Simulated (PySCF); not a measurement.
Bond stretch in CH3I, SMILES CI. The C1–I5 bond (C1 also carries H, H, H; I5 carries nothing else) is pulled apart rigidly from the PBE0/def2-TZVP, def2 effective core potentials past Kr optimised geometry.

UKS-LDA (SVWN5) = unrestricted LDA (SVWN5)/def2-SVP, def2 effective core potentials past Kr (PySCF); RKS-PBE0 = restricted PBE0/def2-SVP, def2 effective core potentials past Kr run with PySCF; RKS-TPSSh = restricted TPSSh/def2-SVP, def2 effective core potentials past Kr (PySCF 2.14.0).

Magnitude of the dipole moment (D; its direction can reverse along the curve, and a method can change to another solution) and Mulliken charge of the fragment that holds C1:

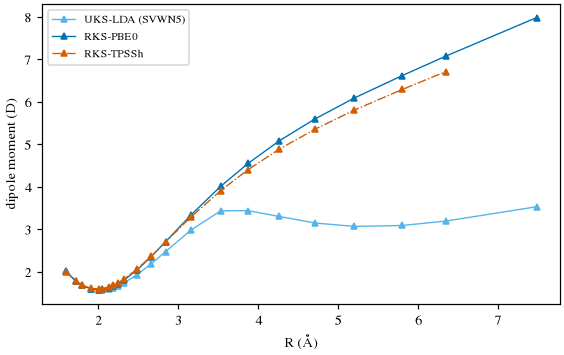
Figure: Dipole moment against bond length.

```tsv
R / Å	μ UKS-LDA (SVWN5)	q UKS-LDA (SVWN5)	μ RKS-PBE0	q RKS-PBE0	μ RKS-TPSSh	q RKS-TPSSh
1.59	2.02	0.12	2.02	0.12	2.01	0.13
1.72	1.78	0.10	1.77	0.10	1.77	0.11
1.79	1.69	0.09	1.68	0.09	1.69	0.10
1.91	1.60	0.07	1.60	0.07	1.61	0.08
2.01	1.57	0.06	1.58	0.06	1.60	0.07
2.04	1.57	0.06	1.59	0.06	1.60	0.07
2.13	1.60	0.06	1.63	0.06	1.65	0.07
2.18	1.62	0.06	1.66	0.06	1.68	0.07
2.24	1.67	0.06	1.72	0.06	1.74	0.08
2.32	1.74	0.07	1.81	0.07	1.83	0.08
2.48	1.93	0.08	2.04	0.09	2.06	0.10
2.66	2.19	0.11	2.36	0.12	2.37	0.13
2.84	2.48	0.13	2.71	0.15	2.70	0.15
3.16	2.99	0.16	3.35	0.19	3.30	0.19
3.53	3.44	0.18	4.02	0.21	3.91	0.21
3.87	3.44	0.16	4.55	0.22	4.40	0.22
4.26	3.30	0.13	5.08	0.23	4.89	0.22
4.71	3.15	0.11	5.60	0.23	5.36	0.22
5.20	3.07	0.10	6.09	0.22	5.81	0.21
5.80	3.09	0.09	6.62	0.22	6.29	0.21
6.34	3.19	0.08	7.08	0.21	6.71	0.20
7.48	3.53	0.08	7.99	0.20	—	—
```

Dashes: no converged value, or the column stops at the first point that the program doubted or that broke a chosen test of continuity, which isn't proof of a fault.

The unrestricted determinant behind UKS-LDA (SVWN5) is spin-contaminated at 3.53 to 7.48 Å (<S²> up to 0.9, against 0.00 for a pure singlet). At the longest distance RKS-PBE0 leaves fractional charges on the fragments, a sign of delocalisation error or of the restricted form. The restricted form behind RKS-PBE0, RKS-TPSSh keeps the bonding electrons paired and can't separate into open-shell fragments.
